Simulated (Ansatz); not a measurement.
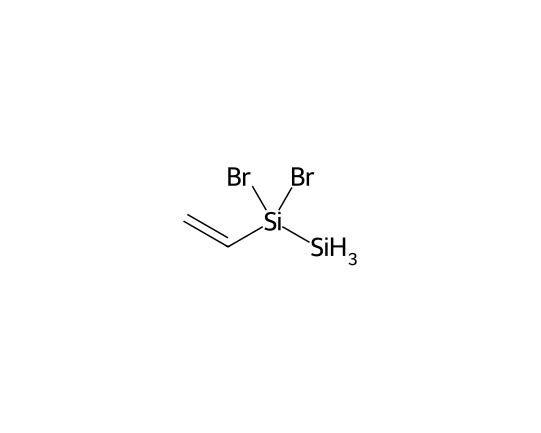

Figure made from data computed with Ansatz.

2D structure.

Give its SMILES.

C=C[Si]([SiH3])(Br)Br

Give the formula, hydrogens included.

C2H6Br2Si2.

An optimisation with PBE-D4/def2-SVP gave a structure of which point group?

C1. Other conformers may differ.
